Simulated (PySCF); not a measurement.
**GeH2SCl (SMILES [SH][GeH][Cl]): UMP2/3-21G**

What is the vertical ionisation energy of GeH2SCl at UMP2/3-21G? 

Program for the calculation: PySCF 2.14.0.

### Step 1. The structure to begin with

GeH2SCl: 5 atoms, total charge 0, spin state doublet. SMILES: `[SH][GeH][Cl]`. The shape is that of a PBE0-D4/def2-TZVP optimisation. This is one conformer, not always the lowest.

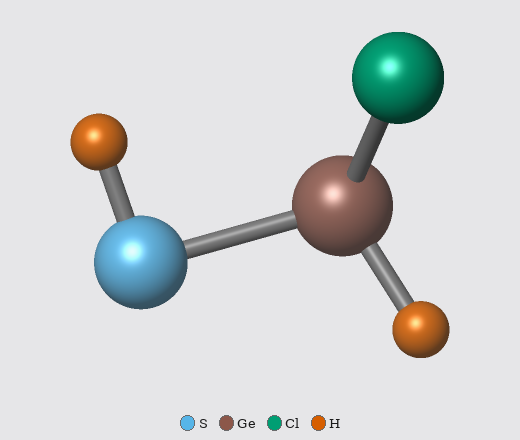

Viewed from a chosen angle; sulfur blue, germanium brown, chlorine teal, hydrogen orange.

### Step 2. The energy at UMP2/3-21G

input.py

```python
# [SH][GeH][Cl]
from pyscf import gto, scf, mp

mol = gto.M(
    atom='''
S     -2.853297     0.840928     0.477912
Ge     0.858881    -1.090561     0.668963
Cl     3.244282     0.099967    -2.439825
H     -3.274895     0.163272    -1.932434
H      2.119328    -0.152501     3.146772
''',
    unit='bohr',
    spin=1,
    basis='3-21g',
    verbose=3,
    max_memory=1860,
)

myscf = scf.UHF(mol)
myscf.conv_tol = 1e-10
myscf.kernel()
if not myscf.converged:
    myscf = myscf.newton().run(myscf.mo_coeff, myscf.mo_occ)

pt = mp.MP2(myscf, frozen=19).run()
e_tot = pt.e_tot
print('E = %.10f Eh' % e_tot)
```

On the command line:

```sh
OMP_NUM_THREADS=1 python input.py
```

The program printed:

```text
converged SCF energy = -2919.38779245941  <S^2> = 0.75467127  2S+1 = 2.0046658
E(UMP2) = -2919.52912789799  E_corr = -0.141335438574298
E(SCS-UMP2) = -2919.53203586775  E_corr = -0.14424340833887
E = -2919.5291278980 Eh
```

Wall time 1.1 s (1 thread of Arm Neoverse V1, shared host); peak memory 0.13 GiB.

### Step 3. The singlet cation at the same level

start.xyz

```xyz
5

S     -1.509900     0.445000     0.252900
Ge     0.454500    -0.577100     0.354000
Cl     1.716800     0.052900    -1.291100
H     -1.733000     0.086400    -1.022600
H      1.121500    -0.080700     1.665200
```

run.py

```python
from pyscf import gto, mp

mol = gto.M(
    atom='start.xyz',
    basis='3-21g',
    spin=0,
    max_memory=1860,
    verbose=3,
    charge=1,
)

mf = mol.RHF()
mf.conv_tol = 1e-10
mf.kernel()
if not mf.converged:
    mf = mf.newton().run(mf.mo_coeff, mf.mo_occ)

pt = mp.MP2(mf, frozen=19).run()
e_final = pt.e_tot
print('E(%s) = %.9f' % ('MP2', e_final))
```

On the command line:

```sh
OMP_NUM_THREADS=1 python run.py
```

The program printed:

```text
converged SCF energy = -2919.06001202938
E(RMP2) = -2919.2221409984  E_corr = -0.162128969015546
E(SCS-RMP2) = -2919.22506830002  E_corr = -0.165056270638973
E(MP2) = -2919.222140998
```

It took 0.95 s on 1 thread of Arm Neoverse V1, shared host; peak memory 0.13 GiB.

### Step 4. Results

At UMP2/3-21G, 19 core orbitals frozen:

```
                                                                   quantity           value
                                              doublet GeH2SCl: total energy  -2919.52913 Eh
                      doublet GeH2SCl: dipole moment (Hartree–Fock density)          2.52 D
doublet GeH2SCl: HOMO energy (Hartree–Fock orbitals) (highest over α and β)        -9.54 eV
 doublet GeH2SCl: LUMO energy (Hartree–Fock orbitals) (lowest over α and β)        -0.41 eV
              doublet GeH2SCl: correlation energy (19 core orbitals frozen)      -141.3 mEh
                         doublet GeH2SCl: ⟨S²⟩ of the reference determinant           0.755
                                               singlet cation: total energy  -2919.22214 Eh
                        singlet cation: HOMO energy (Hartree–Fock orbitals)       -17.07 eV
                        singlet cation: LUMO energy (Hartree–Fock orbitals)        -8.15 eV
                      singlet cation: HOMO–LUMO gap (Hartree–Fock orbitals)         8.92 eV
               singlet cation: correlation energy (19 core orbitals frozen)      -162.1 mEh
                         vertical ionisation energy (to the singlet cation)        8.354 eV
```

In words: Removing an electron at fixed nuclei costs 8.35 eV (193 kcal/mol). Only the singlet of the ionised species was computed; a triplet could lie lower. Mulliken charges (doublet GeH2SCl) of the mean-field density run from -0.48 on Cl3 to +0.93 on Ge2; they depend strongly on the basis. Mulliken charges (singlet cation) of the mean-field density run from -0.24 on Cl3 to +1.19 on Ge2; they depend strongly on the basis.
